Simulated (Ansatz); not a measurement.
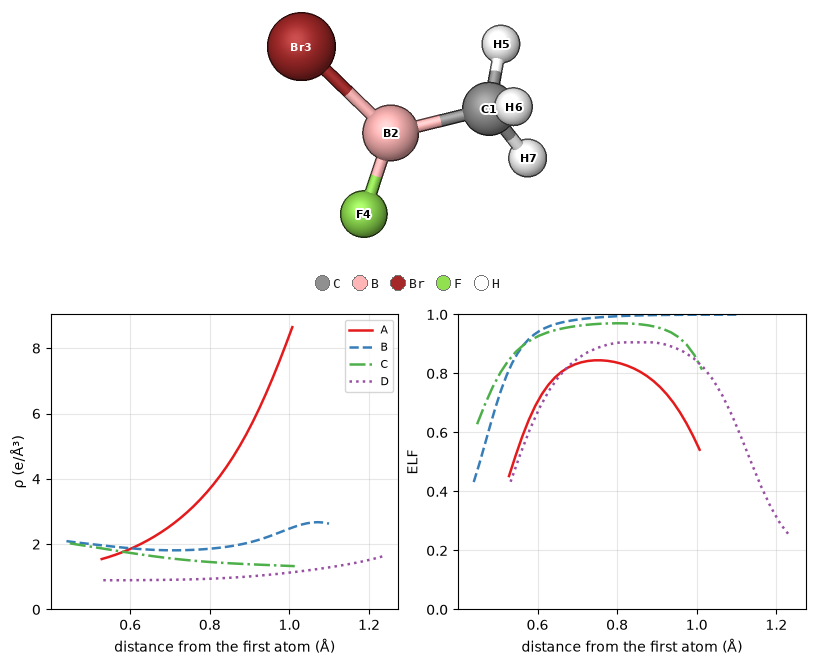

*CH$_{3}$BBrF. Electron density and electron localisation function along straight lines between neighbouring atoms. The curves leave out the atomic cores. The structure is drawn too.*

Geometry: B3LYP-D3(BJ)/def2-SVP.

Level of theory: isolated molecule in a Gaussian basis; Kohn-Sham density functional theory, functional PBE0 (Ansatz).

| atom | x (Å) | y (Å) | z (Å) |
| --- | --- | --- | --- |
| C | -0.6739 | -1.1407 | 0.1128 |
| B | -1.7438 | -1.9878 | -0.6412 |
| Br | -1.7302 | -2.1777 | -2.5676 |
| F | -2.7323 | -2.5857 | -0.0005 |
| H | 0.3160 | -1.1872 | -0.3631 |
| H | -0.9917 | -0.0816 | 0.0796 |
| H | -0.5964 | -1.4282 | 1.1728 |

### Which curve belongs to which contact (B–Br, B–F, C–B and C–H)? The first atom named is at distance zero.

Curve A: B–F (1.32 Å): ρ is about 2.2 e/Å³ halfway; the ELF peaks at about 0.85 between the atoms; a polar covalent bond. Curve B: C–H (1.10 Å): ρ is about 1.9 e/Å³ halfway; the ELF climbs to about 1 towards the hydrogen, as it does in any bond to H: a covalent bond by its length. Curve C: C–B (1.56 Å): the density is about 1.5 e/Å³ at the midpoint; the ELF peaks at about 1 between the atoms: localised, covalent bonding. Curve D: B–Br (1.94 Å): the density is about 1.1 e/Å³ at the midpoint, with its minimum of 0.9 e/Å³ about 0.6 Å from B; the ELF peaks at about 0.90 between the atoms, as expected for a shared but strongly polarised pair.
